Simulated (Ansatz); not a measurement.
# H6N2Si···HF···H2O: what the fields show

Input file:

```
crystal:
  periodic: [false, false, false]
  atoms:
    - { symbol: Si, position_ang: [0.3263, 0.333, 0.9951] }
    - { symbol: F, position_ang: [-0.3568, -1.5501, 1.0207] }
    - { symbol: H, position_ang: [1.5978, -0.3711, 0.922] }
    - { symbol: H, position_ang: [-0.9381, 0.5565, 1.6741] }
    - { symbol: "N", position_ang: [0.9676, 1.9295, 1.1796] }
    - { symbol: H, position_ang: [-0.7586, -0.904, -1.3206] }
    - { symbol: "N", position_ang: [-0.2653, 0.3085, -1.0416] }
    - { symbol: H, position_ang: [-0.8268, -1.9781, -0.0002] }
    - { symbol: O, position_ang: [-1.1348, -2.1221, -1.2251] }
    - { symbol: H, position_ang: [1.8902, 2.194, 0.8824] }
    - { symbol: H, position_ang: [0.3928, 2.7399, 1.3312] }
    - { symbol: H, position_ang: [-0.9859, 0.9972, -1.1903] }
    - { symbol: H, position_ang: [0.5162, 0.522, -1.6425] }
    - { symbol: H, position_ang: [-0.4245, -2.6554, -1.5848] }
magnetization:
  spin_polarized: true
basis:
  gaussian: { orbitals: def2-SVP }
hamiltonian:
  xc: { name: BHLYP }
  dispersion: d4
relax:
  f_tol: 0.15
  max_steps: 25
  restrain:
    - { distance: [0, 6], at: 1.82, k: 30.0 }
    - { distance: [5, 8], at: 0.97, k: 30.0 }
    - { distance: [7, 1], at: 0.88, k: 30.0 }
    - { distance: [0, 1], at: 2.98, k: 30.0 }
    - { distance: [5, 6], at: 2.32, k: 30.0 }
    - { distance: [7, 8], at: 2.27, k: 30.0 }
output:
  orbitals: {}
```

Command:

```sh
ansatz run input.yaml --threads 4 --pin off --max-ram 5120MiB --backend cpu --events-out ev --progress --plain --runs-dir out
```

The fields are those of the run's last geometry, not of the input's.

Not at a stationary point (largest force 1.2 eV/Å).

The calculation used UKS BHLYP-D4/def2-SVP (Ansatz).

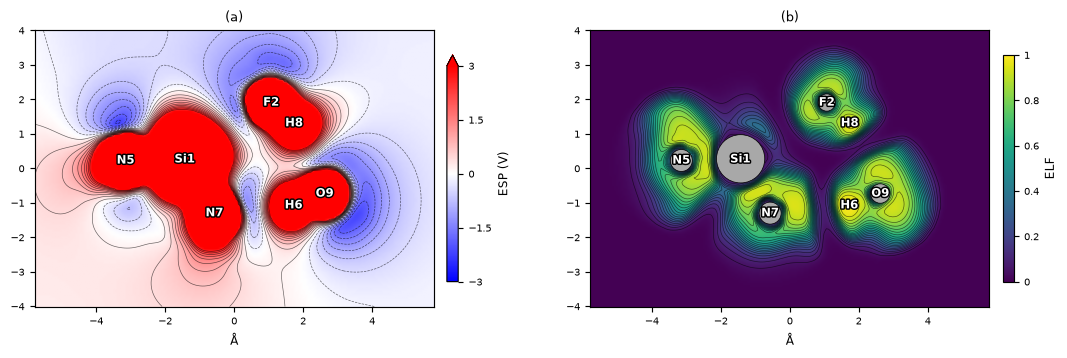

Figure 1. (a) molecular electrostatic potential; (b) electron localisation function on the plane of atoms N5, Si1 and N7. Grey discs cover the atomic cores in the ELF map.

What do the fields say about this system?

- The section cuts through Si, F, N, H and O sites.
- N7···H6 (2.31 Å): the ELF dips to about 0.10 between them; by its geometry a hydrogen bond between the two molecules, with no shared pair.
- Si–N (1.72 Å): the ELF peaks at about 0.90 between the atoms: a shared but strongly polarised pair.
- F–H (0.91 Å): the ELF climbs to about 1 towards the hydrogen, as it does in any bond to H (a covalent bond by its length).
- Si–N (1.79 Å): the ELF peaks at about 0.95 between the atoms; a polar covalent bond.
- O–H (0.96 Å): the ELF climbs to about 1 towards the hydrogen; a covalent bond by its length.
- The ELF also peaks beside O9, N5 and F2, away from the bonds: lone-pair regions.
- Outside the dense part of the complex the potential is most negative (−2.1 V) near O9.

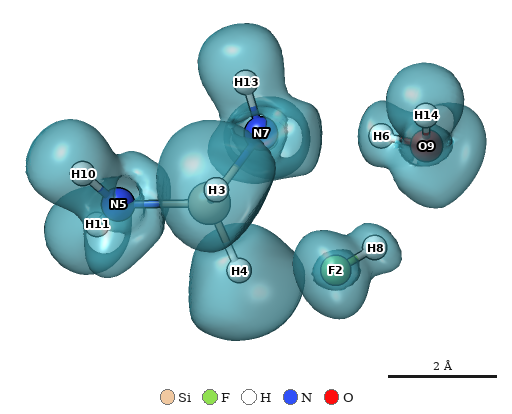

Figure 2. Isosurface of the ELF at 0.75 (cyan), seen at a tilt. Core shells and regions of very low density are left out.

Where are the electrons localised?

The ELF exceeds this value in two regions around hydrogen nuclei, one joined region spread over several atoms (F, H), in which their bonds and any lone pairs are merged, two joined regions spread over several atoms (H, N), in which their bonds and any lone pairs are merged and one joined region spread over several atoms (H, O), in which their bonds and any lone pairs are merged.

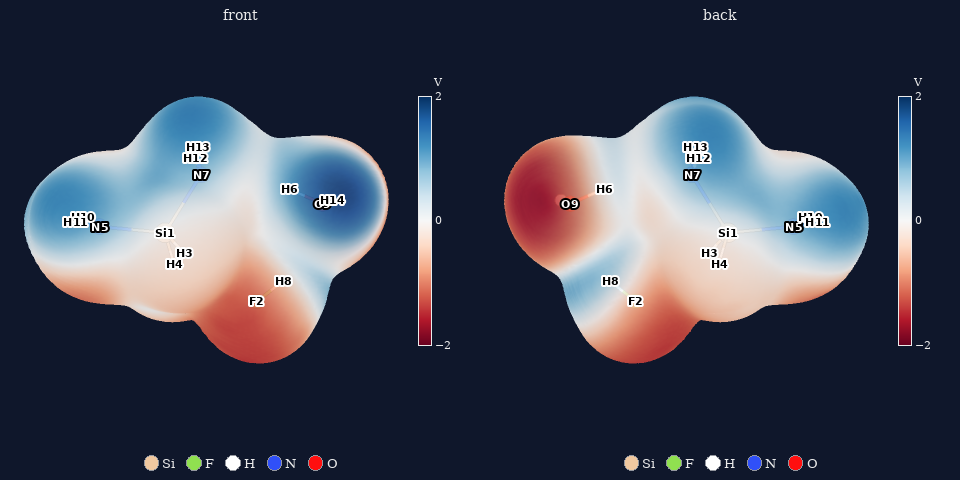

Figure 3. The molecular electrostatic potential painted on the density surface at 0.001 e/bohr³, seen from the front and from behind; the colour scale runs from red (negative) to blue (positive).

Where is the surface potential most negative and most positive?

The most negative region (about −1.6 V, or −37 kcal/mol for a unit charge) lies over O9, the most positive (about +1.7 V, or +39 kcal/mol for a unit charge) over H14. O9 is the likeliest acceptor of a hydrogen bond.
